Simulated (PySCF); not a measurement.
## Two runs on Si$_{2}$PNH$_{8}$

System: Si$_{2}$PNH$_{8}$, SMILES N[SiH2]P[SiH3].
Method of run 1: GIAO PBE0/6-31G* NMR shielding, non-relativistic, gas phase (PySCF 2.14.0).

The geometry comes from this level: PBE0-D3(BJ)/def2-SVP. Text and figures count atoms from 1; the logs count them from 0 in places.

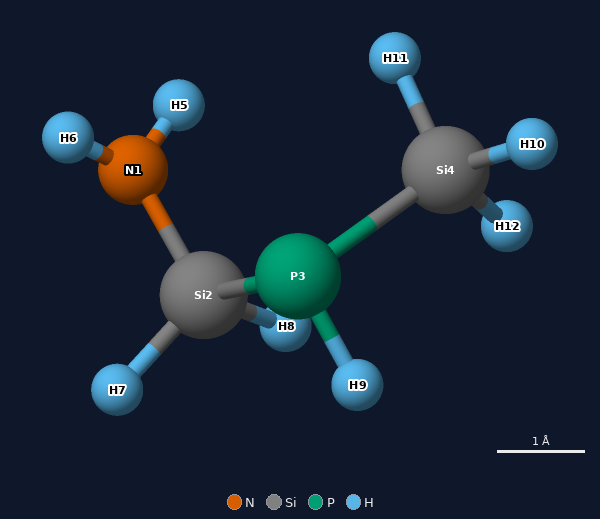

The input geometry (ball-and-stick view, seen at a tilt; atoms are numbered from 1 in the order of the input). Bond lengths as drawn: H–N 1.01 Å, H–P 1.43 Å, H–Si 1.49 to 1.50 Å, N–Si 1.73 Å and P–Si 2.26 to 2.28 Å.

Input, run 1:
```
{"job": {"kind": "nmr", "xc": "PBE0", "basis": "6-31G*", "pop": true}, "charge": 0, "multiplicity": 1}
N      1.988358     0.631896     0.766392
Si     1.213948    -0.701975    -0.008749
P     -0.463637    -0.057173    -1.412273
Si    -1.934403     0.427161     0.228751
H      1.555771     1.055389     1.579369
H      2.480314     1.325877     0.214820
H      2.203851    -1.425508    -0.861913
H      0.706061    -1.602841     1.070974
H     -0.961290    -1.376395    -1.657821
H     -3.243068     0.855788    -0.349970
H     -1.359602     1.571776     1.003671
H     -2.172603    -0.705652     1.177713
```

The first line tells a small driver script what to run in PySCF; the rest is the geometry in Å.

Launched with:
```bash
OMP_NUM_THREADS=1 python <driver script> task.json out
```

Hardware: 1 CPU thread, shared host.

Output (run 1):
```
coarse grid: 10896 points
cycle   1  E = -979.4421594309  dE = -5.192e-02  |g| = 3.958e-01  |ddm| = 2.938e+00
cycle   2  E = -979.4156703757  dE =  2.649e-02  |g| = 5.220e-01  |ddm| = 1.007e+00
cycle   3  E = -979.4788302372  dE = -6.316e-02  |g| = 4.390e-02  |ddm| = 6.331e-01
cycle   4  E = -979.4792908147  dE = -4.606e-04  |g| = 1.610e-02  |ddm| = 7.988e-02
cycle   5  E = -979.4793895340  dE = -9.872e-05  |g| = 3.114e-03  |ddm| = 3.234e-02
cycle   6  E = -979.4793932805  dE = -3.746e-06  |g| = 3.003e-04  |ddm| = 5.585e-03
final grid: 89752 points
cycle   7  E = -979.4207226743  dE = -7.855e-06  |g| = 5.667e-03  |ddm| = 1.662e-02
cycle   8  E = -979.4207146449  dE =  8.029e-06  |g| = 8.231e-03  |ddm| = 1.486e-02
cycle   9  E = -979.4207307680  dE = -1.612e-05  |g| = 2.749e-04  |ddm| = 8.349e-03
cycle  10  E = -979.4207307930  dE = -2.497e-08  |g| = 9.364e-05  |ddm| = 6.121e-04
cycle  11  E = -979.4207307959  dE = -2.929e-09  |g| = 1.967e-05  |ddm| = 1.669e-04
cycle  12  E = -979.4207307960  dE = -1.442e-10  |g| = 4.690e-06  |ddm| = 3.841e-05
converged SCF energy = -979.4207307960

GIAO shielding tensors (ppm)
atom      isotropic    diamagn.    paramagn.     s11        s22        s33       span
  0 N      259.505     321.198     -61.693    238.707    251.042    288.765     50.058
  1 Si     421.066     880.504    -459.438    379.355    427.568    456.276     76.921
  2 P      641.508     968.729    -327.221    562.456    611.601    750.467    188.011
  3 Si     458.476     881.753    -423.277    419.483    467.609    488.338     68.855
  4 H       32.108      30.613       1.495     24.866     29.302     42.156     17.290
  5 H       32.442      29.573       2.868     25.334     28.489     43.503     18.170
  6 H       26.386      29.099      -2.713     22.121     25.290     31.746      9.625
  7 H       26.505      30.212      -3.708     22.588     25.845     31.081      8.494
  8 H       31.232      30.932       0.300     26.003     27.441     40.253     14.250
  9 H       27.612      28.927      -1.315     24.088     25.312     33.436      9.349
 10 H       27.964      30.553      -2.589     24.515     26.792     32.585      8.071
 11 H       27.622      29.908      -2.286     24.262     25.731     32.872      8.610
```

Run 2 used a changed input.

The two runs side by side:

```csv
quantity,run 1,run 2
outcome,converged,converged
total energy (hartree),−979.420731,−979.545832
HOMO (eV),−6.88,−7.04
LUMO (eV),0.39,−0.04
dipole moment (D),1.15,0.94
shielding of N1 (ppm),259.5,256.5
shielding of Si2 (ppm),421.1,357.0
shielding of P3 (ppm),641.5,596.5
shielding of Si4 (ppm),458.5,406.1
shielding of H5 (ppm),32.1,31.3
shielding of H9 (ppm),31.2,30.4
shielding of H12 (ppm),27.6,26.9
SCF iterations,12,12
basis functions,84,190
wall time (shared host),12 s,32 s
```

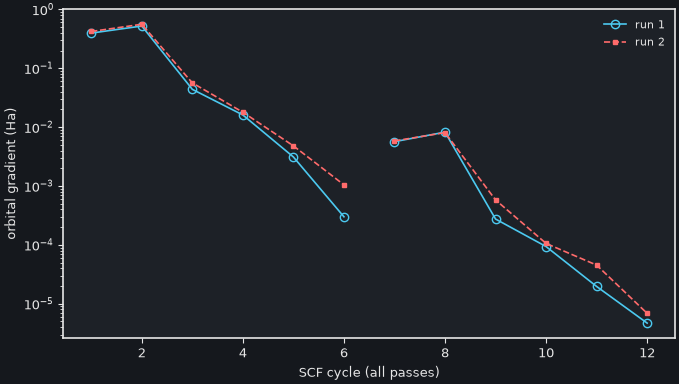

Convergence of the two runs: orbital gradient against the SCF cycle. A break in a curve parts two SCF passes (coarse and final grid). Run 1 takes 12 cycles in all, and run 2 takes 12.

Which change of the input explains these differences?

The change (lines with − go, lines with + come):
```diff
-"basis": "6-31G*"
+"basis": "def2-TZVP"
```

The total energy of run 2 is 78.5 kcal/mol lower, which measures the change of basis and not a stability. The HOMO goes from −6.88 to −7.04 eV. The LUMO goes from 0.39 to −0.04 eV. The dipole moment goes from 1.15 to 0.94 D. Of all shieldings, the largest change is that of Si2, by −64.1 ppm. The number of SCF iterations is the same. The basis functions go from 84 to 190.

Output (run 2):
```
coarse grid: 10896 points
cycle   1  E = -979.5143256339  dE = -8.218e-02  |g| = 4.216e-01  |ddm| = 2.437e+00
cycle   2  E = -979.4841086656  dE =  3.022e-02  |g| = 5.590e-01  |ddm| = 6.509e-01
cycle   3  E = -979.5504293055  dE = -6.632e-02  |g| = 5.646e-02  |ddm| = 4.007e-01
cycle   4  E = -979.5511014640  dE = -6.722e-04  |g| = 1.793e-02  |ddm| = 5.738e-02
cycle   5  E = -979.5511855716  dE = -8.411e-05  |g| = 4.811e-03  |ddm| = 2.243e-02
cycle   6  E = -979.5511919728  dE = -6.401e-06  |g| = 1.047e-03  |ddm| = 5.588e-03
final grid: 89752 points
cycle   7  E = -979.5458257251  dE = -2.270e-05  |g| = 5.832e-03  |ddm| = 1.948e-02
cycle   8  E = -979.5458187661  dE =  6.959e-06  |g| = 8.068e-03  |ddm| = 8.479e-03
cycle   9  E = -979.5458323657  dE = -1.360e-05  |g| = 5.806e-04  |ddm| = 5.069e-03
cycle  10  E = -979.5458324271  dE = -6.147e-08  |g| = 1.058e-04  |ddm| = 5.151e-04
cycle  11  E = -979.5458324300  dE = -2.861e-09  |g| = 4.536e-05  |ddm| = 1.452e-04
cycle  12  E = -979.5458324307  dE = -7.074e-10  |g| = 6.865e-06  |ddm| = 4.860e-05
converged SCF energy = -979.5458324307

GIAO shielding tensors (ppm)
atom      isotropic    diamagn.    paramagn.     s11        s22        s33       span
  0 N      256.542     317.178     -60.636    233.710    251.175    284.740     51.030
  1 Si     356.953     878.094    -521.141    305.028    364.728    401.102     96.074
  2 P      596.528     966.994    -370.466    517.464    559.637    712.483    195.019
  3 Si     406.134     880.866    -474.732    360.314    413.798    444.290     83.977
  4 H       31.327      31.957      -0.630     24.536     28.437     41.009     16.473
  5 H       31.767      30.751       1.016     25.171     27.879     42.250     17.080
  6 H       25.774      28.750      -2.976     21.688     24.830     30.803      9.115
  7 H       25.822      30.033      -4.211     22.118     25.211     30.137      8.019
  8 H       30.391      29.932       0.459     25.411     26.804     38.958     13.547
  9 H       26.974      28.677      -1.704     23.435     24.829     32.657      9.222
 10 H       27.269      30.582      -3.313     24.003     26.214     31.591      7.588
 11 H       26.922      29.662      -2.740     23.694     24.870     32.203      8.510
```
